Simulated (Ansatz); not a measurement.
Results of r²SCAN+rVV10 (Ansatz, a first-principles code, PAW) for fcc Pb.

Run with plane-wave cutoff 560 eV, 20×20×20 k mesh, Fermi–Dirac smearing 0.05 eV, scalar-relativistic PAW data made under PBE.

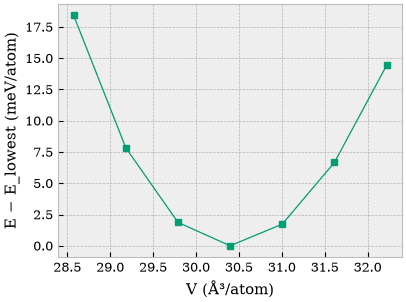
Total energy against volume

Task: From the curve, estimate the equilibrium volume and the bulk modulus.

Result: V0 ≈ 30.4 Å³/atom and B0 ≈ 48 GPa; the fit gives V0 = 30.397 Å³/atom, B0 = 47.6 GPa, B′ = 5.1.

Measured, for comparison: bulk modulus 47 GPa (corrected for temperature and zero-point phonon effects; as tabulated in Levämäki et al. (2014), arXiv:1402.3671); equilibrium volume per atom 29.45 Å³/atom (low-temperature or extrapolated to 0 K; zero-point anharmonic expansion removed; as tabulated in Csonka et al. (2009), arXiv:0903.4037). Computed (rounded) less measured: bulk modulus +1 %, equilibrium volume per atom +3.2 %.

Spin–orbit coupling is not included; it can shift volumes and moduli of such heavy elements.
